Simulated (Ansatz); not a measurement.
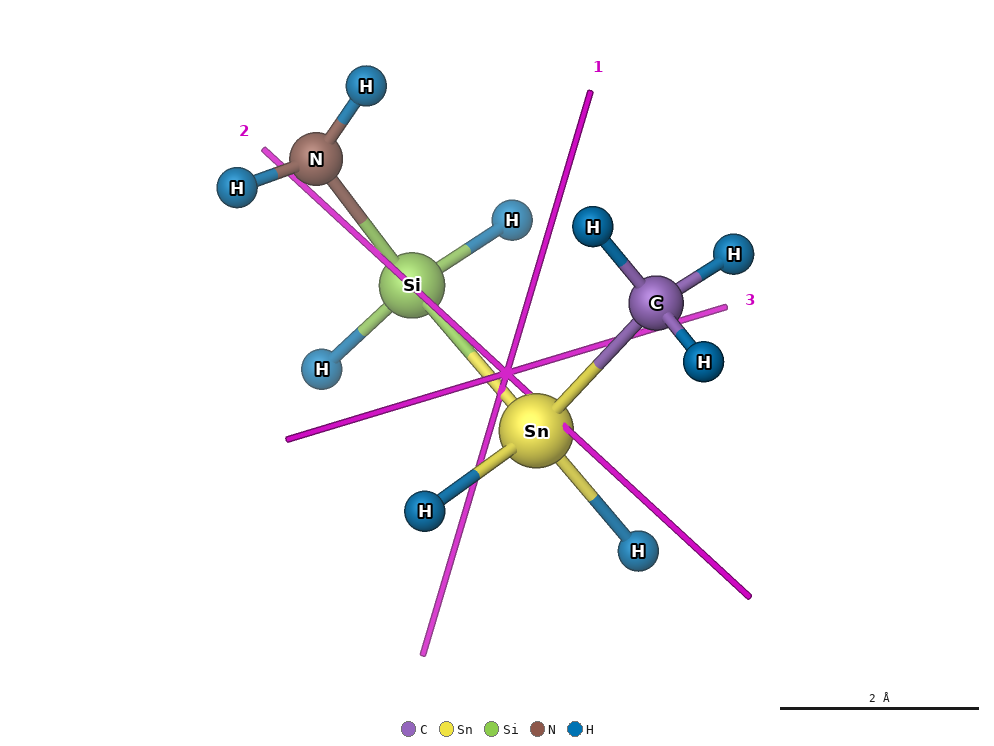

The three principal axes of inertia are drawn and numbered. Atoms fade into the background with distance from the viewer. The computed structure is the end point of a PBE-D4/def2-SVP optimisation. No frequency run is at hand to confirm it as a minimum. Masses are those of the most abundant isotopes; constants are for the rigid equilibrium geometry.

Question: Which line is the a axis (least moment of inertia), which b and which c?

Answer: a is line 2, b is line 1, c is line 3; the moments are 103, 348, 408 u Å².

Question: Classify the rotor and give the rotational constants (MHz).

Answer: An asymmetric top (C1): A = 4906, B = 1454, C = 1240 MHz. Ray's parameter κ is −0.88, close to the prolate limit.
